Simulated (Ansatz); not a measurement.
**C2H7NSi (SMILES C=C[SiH2]N): BLYP/cc-pVDZ**

What is the vertical ionisation energy of C2H7NSi at BLYP/cc-pVDZ? 

Program for the calculation: Ansatz 0.2.0.

62 further runs of the same task are left out: 62 set aside as unsound or not needed.

### 1 The system as given

The species is C2H7NSi (11 atoms), meant as a singlet with charge 0. SMILES: `C=C[SiH2]N`. The coordinates come from a PBE0-D4/def2-TZVP relaxation. This is one conformer, not always the lowest.

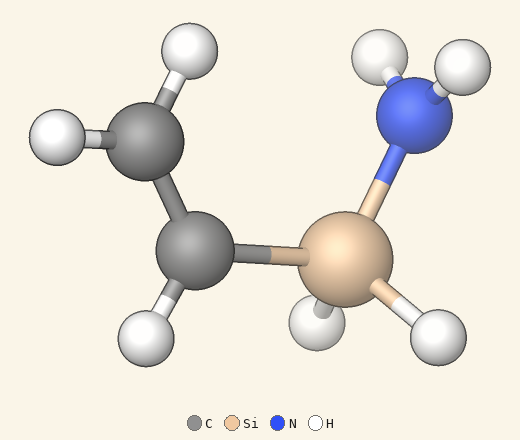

Viewed from a chosen angle; carbon grey, silicon light orange, nitrogen blue, hydrogen white.

### 2 The energy at BLYP/cc-pVDZ

Input file run.yaml:

```yaml
crystal:
  periodic: [false, false, false]
  atoms:
    - {symbol: C, position_ang: [-0.676100, 1.337000, -0.945000]}
    - {symbol: C, position_ang: [0.089300, 1.208600, 0.135100]}
    - {symbol: Si, position_ang: [0.596500, -0.444500, 0.832600]}
    - {symbol: "N", position_ang: [0.002900, -1.803700, -0.028600]}
    - {symbol: H, position_ang: [-0.967100, 2.304600, -1.344700]}
    - {symbol: H, position_ang: [-1.046800, 0.465600, -1.479100]}
    - {symbol: H, position_ang: [0.433000, 2.116700, 0.631600]}
    - {symbol: H, position_ang: [0.099500, -0.536600, 2.232600]}
    - {symbol: H, position_ang: [2.083200, -0.516700, 0.836000]}
    - {symbol: H, position_ang: [0.404900, -2.086000, -0.906300]}
    - {symbol: H, position_ang: [-0.953800, -2.102100, 0.056300]}
basis:
  gaussian:
    orbitals: cc-pVDZ
total_charge: 0
hamiltonian:
  xc: {name: BLYP}
accuracy: high
output:
  orbitals: {seedname: orbitals}
```

Started as:

```console
ansatz run run.yaml --threads 1 --pin off --max-ram 3480MiB --events-out events.jsonl --progress --plain --runs-dir runs
```

What it wrote:

```text
Warning: RAYON_NUM_THREADS=1 ignored (pool sized by the plan → 1); use --threads N
Functional definition: BLYP
  name "BLYP"
  parameter beta = 0.0042
  parameter a = 0.04918
  parameter b = 0.132
  parameter c = 0.2533
  parameter d = 0.349
  exchange = b88_x(beta = beta)
  correlation = lyp_c(a = a, b = b, c = c, d = d)
2292 factors; integrals over basis functions are off by at most 3.8e-9 eV
mean field evaluation 1: about -11539.3651 eV, gradient 7.8e1 eV
mean field evaluation 2: about -11506.5124 eV, gradient 1.3e2 eV
mean field evaluation 4: about -11552.9567 eV, gradient 1.4e1 eV
mean field evaluation 8: about -11553.4142 eV, gradient 2.3e-1 eV
mean field evaluation 16: about -11553.4066 eV, gradient 1.9e-5 eV
mean field -11553.40659076 eV, -424.5798610304 hartree, gradient 2.2e-8 eV, S^2 0.000000; 0 other end points of the search recorded, 0 dependent functions left out
reference -11553.40665117 eV, -424.5798632502 hartree; 20, 20 occupied and 75, 75 virtual orbitals, 2292 factors
Total energy: -11553.40665117 eV, -424.5798632502 hartree
```

Wall time 7.2 s (1 thread of Arm Neoverse V2, shared host); peak memory 0.27 GiB.

### 3 The doublet cation at the same level

Edit run.yaml of step 2 so:

```diff
@@ -6,3 +6,3 @@
     - {symbol: Si, position_ang: [0.596500, -0.444500, 0.832600]}
-    - {symbol: "N", position_ang: [0.002900, -1.803700, -0.028600]}
+    - {symbol: N, position_ang: [0.002900, -1.803700, -0.028600]}
     - {symbol: H, position_ang: [-0.967100, 2.304600, -1.344700]}
@@ -17,3 +17,6 @@
     orbitals: cc-pVDZ
-total_charge: 0
+total_charge: 1
+magnetization:
+  spin_polarized: true
+  initial_magnetization: 1
 hamiltonian:
@@ -21,3 +24,2 @@
 accuracy: high
-output:
-  orbitals: {seedname: orbitals}
+output: {orbitals: {seedname: orbitals}}
```

Started as:

```console
ansatz run run.yaml --threads 1 --pin off --max-ram 3480MiB --events-out events.jsonl --progress --plain --runs-dir runs
```

What it wrote (excerpt; [...] marks lines left out):

```text
Warning: RAYON_NUM_THREADS=1 ignored (pool sized by the plan → 1); use --threads N
[... 9 set-up lines as earlier in the session ...]
2292 factors; integrals over basis functions are off by at most 3.8e-9 eV
mean field evaluation 1: about -11517.8919 eV, gradient 7.3e1 eV
mean field evaluation 2: about -11402.7364 eV, gradient 1.4e2 eV
mean field evaluation 4: about -11538.1562 eV, gradient 3.2e1 eV
mean field evaluation 8: about -11542.3039 eV, gradient 1.6e1 eV
mean field evaluation 16: about -11544.5785 eV, gradient 3.5e-2 eV
mean field evaluation 32: about -11544.5665 eV, gradient 7.3e-1 eV
mean field -11544.57850804 eV, -424.2554349741 hartree, gradient 2.2e-8 eV, S^2 0.753361; 5 other end points of the search recorded, 0 dependent functions left out
reference -11544.57856636 eV, -424.2554371173 hartree; 20, 19 occupied and 75, 76 virtual orbitals, 2292 factors
Total energy: -11544.57856636 eV, -424.2554371173 hartree
```

Wall time 24 s (1 thread of Arm Neoverse V2, shared host); peak memory 0.35 GiB.

### 4 What came out

At BLYP/cc-pVDZ:

```
                                          quantity          value
                     singlet C2H7NSi: total energy  -424.57986 Eh
                      singlet C2H7NSi: HOMO energy       -5.45 eV
                      singlet C2H7NSi: LUMO energy       -0.74 eV
                    singlet C2H7NSi: HOMO–LUMO gap        4.72 eV
                      doublet cation: total energy  -424.25544 Eh
doublet cation: HOMO energy (highest over α and β)      -11.99 eV
 doublet cation: LUMO energy (lowest over α and β)      -11.96 eV
                              doublet cation: ⟨S²⟩          0.753
vertical ionisation energy (to the doublet cation)       8.828 eV
```

What this shows: Removing an electron at fixed nuclei costs 8.83 eV (852 kJ/mol). The negative HOMO energy of the first species, 5.45 eV, lies 3.37 eV below that difference.
